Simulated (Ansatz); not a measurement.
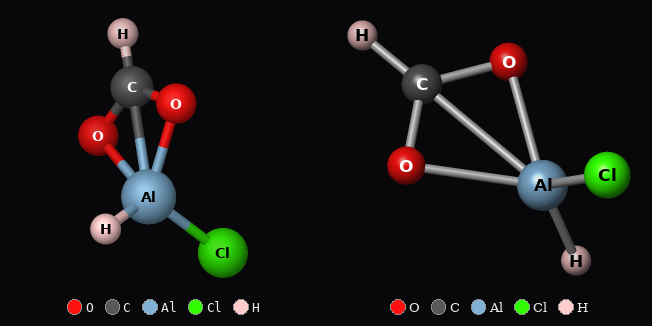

Two views of one molecule.

The geometry was computed by an optimisation with PBE0-D4/def2-TZVP.

Identify the structure.

The molecule is CH2AlClO2. This geometry has Cs symmetry. Coordination, clear cases only: 1 C see-saw.

The parts below concern this one geometry. Atoms keep their numbers from picture to picture.

### Levels of theory compared

Program: Ansatz 0.2.0.

Tabulate dipole (D) at these levels: B3LYP-D4/def2-TZVPP; PBE-D4/def2-TZVPP; PBE0-D4/def2-TZVP; r2SCAN-D4/def2-TZVPP; ωB97M-V/def2-TZVPP.

```json
{"level": "B3LYP-D4/def2-TZVPP", "dipole (D)": "2.79"}
{"level": "PBE-D4/def2-TZVPP", "dipole (D)": "2.62"}
{"level": "PBE0-D4/def2-TZVP", "dipole (D)": "2.82"}
{"level": "r2SCAN-D4/def2-TZVPP", "dipole (D)": "2.76"}
{"level": "ωB97M-V/def2-TZVPP", "dipole (D)": "2.87"}
```

### Vibrations

Harmonic vibrations computed with RKS PBE0-D4/def2-TZVP (Ansatz 0.2.0) at a stationary point of the same level.

**List the wavenumbers.**

15 modes: 138, 153, 356, 386, 489, 540, 560, 661, 888, 1081, 1310, 1433, 1614, 2007, 3133 cm⁻¹.

### Charges

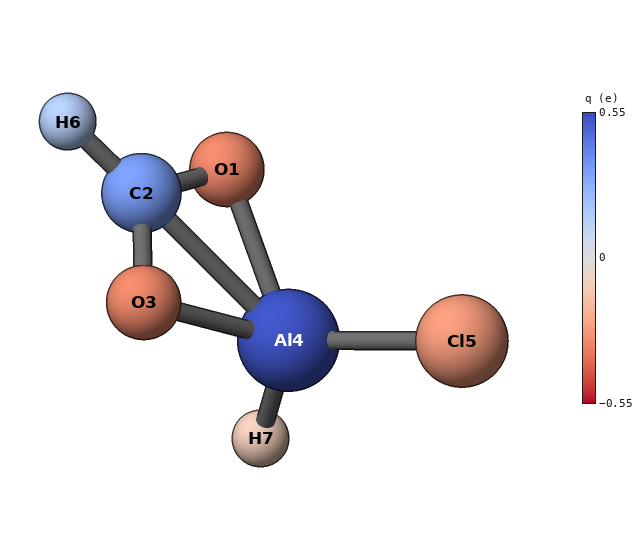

Atoms are coloured by their Mulliken charges. Properties computed with RKS PBE0-D4/def2-TZVP (Ansatz 0.2.0).

**Which atom carries the highest charge (most positive or least negative)?**

Al4 (0.52 e).

**And the lowest?**

O1, O3 (−0.31 e).

Give the Mulliken charges atom by atom.

```tsv
atom	value (e)
O1	−0.31
C2	0.33
O3	−0.31
Al4	0.52
Cl5	−0.27
H6	0.14
H7	−0.10
```

Mulliken values depend strongly on the basis set and can even reverse the polarity of a bond.
